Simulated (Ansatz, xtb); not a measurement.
**Ligand exchange: HF + SiH2(SiH3)F → SiH4 + SiH2F2**

Species: HF, singlet; SiH2(SiH3)F, singlet; SiH4 (silane) `[SiH4]`, singlet; SiH2F2 `F[SiH2]F`, singlet. The partners trade F for SiH3: H–F and Si–SiH3 bonds give way to H–SiH3 and Si–F.

Shapes, held fixed at every level: PBE0-D4/def2-TZVP. Programs: Ansatz 0.2.0, xtb 6.7.1. The zero-point and thermal change to 298 K, harmonic and unscaled (PBE0-D4/def2-TZVP), is -2.7 kJ/mol.

| level | kind | ΔH(298 K) (kJ/mol) | less CCSD(T)/CBS estimate | CPU time (sum over the molecules) |
| --- | --- | --- | --- | --- |
| GFN1-xTB | semi-empirical | -310.9 | -149.1 | 0.17 s |
| SPW92/def2-TZVPP | LDA | -144.1 | +17.7 | 3.9 s |
| PBE0-D4/def2-TZVPP | global hybrid | -145.3 | +16.5 | 7.3 s |
| r2SCAN0-D4/def2-TZVPP | global hybrid | -162.5 | -0.7 | 12 s |
| B2PLYP/def2-TZVPP | double hybrid | -171.9 | -10.1 | 11 s |
| CCSD/def2-SVP | coupled cluster or CI | -164.3 | -2.5 | – |
| CCSD/def2-TZVPP | coupled cluster or CI | -168.1 | -6.3 | – |
| CCSD(T)/CBS estimate | coupled cluster or CI | -161.8 | 0.0 | 2 min |

The highest level, CCSD(T)/CBS estimate, gives ΔH(298 K) = -161.8 kJ/mol; the levels span -310.9 to -144.1. GFN1-xTB strays far from the other rows. The column of differences is taken from that level and isn't an error. No measured value is set beside it here. The CBS estimate extrapolates MP2 from def2-TZVPP and def2-QZVPP and adds CCSD(T) − MP2 in the triple-zeta set, cores frozen. Times are processor times on shared x86 and Arm servers, and rough.

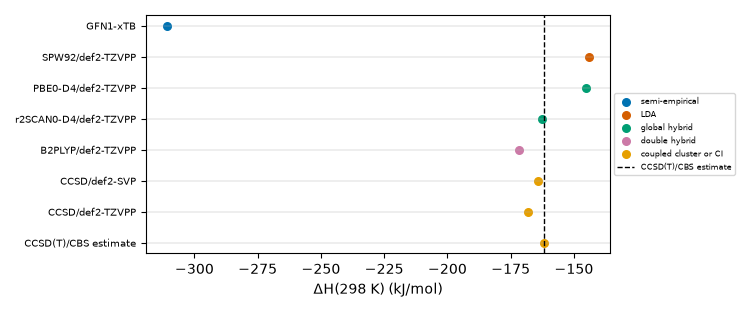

The values of the table, level by level.
